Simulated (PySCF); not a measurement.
C3H9N (SMILES CCNC)

```yaml
atoms:
  - { symbol: C, position_ang: [-1.8481, -0.0129, 0.2449] }
  - { symbol: C, position_ang: [-0.4521, -0.4493, -0.1758] }
  - { symbol: N, position_ang: [0.5058, 0.6097, 0.0811] }
  - { symbol: C, position_ang: [1.8630, 0.2468, -0.2634] }
  - { symbol: H, position_ang: [-2.1163, 0.9052, -0.2706] }
  - { symbol: H, position_ang: [-2.5748, -0.7835, 0.0007] }
  - { symbol: H, position_ang: [-1.8839, 0.1702, 1.3171] }
  - { symbol: H, position_ang: [-0.1835, -1.3900, 0.3410] }
  - { symbol: H, position_ang: [-0.4358, -0.6489, -1.2523] }
  - { symbol: H, position_ang: [0.4603, 0.8695, 1.0629] }
  - { symbol: H, position_ang: [2.5244, 1.0772, -0.0233] }
  - { symbol: H, position_ang: [1.9127, 0.0613, -1.3369] }
  - { symbol: H, position_ang: [2.2241, -0.6549, 0.2569] }
```

Geometry: GFN2-xTB, NEB image 0 of 0 to 8.

The calculation used PySCF, PBE0/pcSseg-1, SCF density, gas phase, non-relativistic.

What can the converged electron density and electron localisation function tell about the bonding?

Answer. C–N (1.45 Å): ρ is about 1.9 e/Å³ halfway; the ELF peaks at about 0.95 between the atoms; a covalent bond.
C–C (1.52 Å): the density is about 1.7 e/Å³ at the midpoint; the ELF peaks at about 0.95 between the atoms, as expected for a shared electron pair.
C–H (1.09 Å): the density is about 2 e/Å³ at the midpoint; the ELF climbs to about 1 towards the hydrogen, as it does in any bond to H; an ordinary covalent bond to hydrogen.

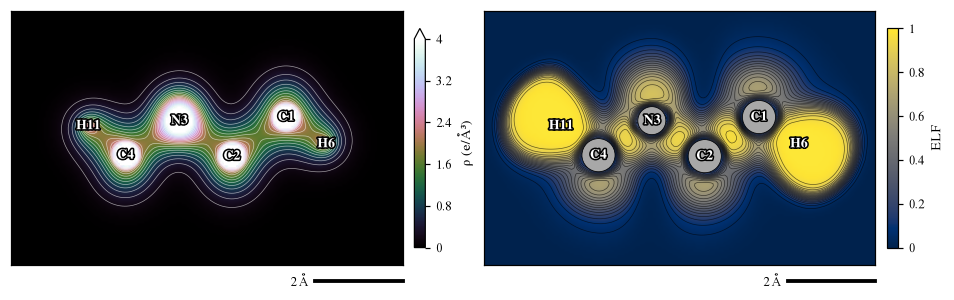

Computed electron density and electron localisation function on the plane of atoms C1, C2 and N3, in this order. Grey discs cover the atomic cores in the ELF map. 
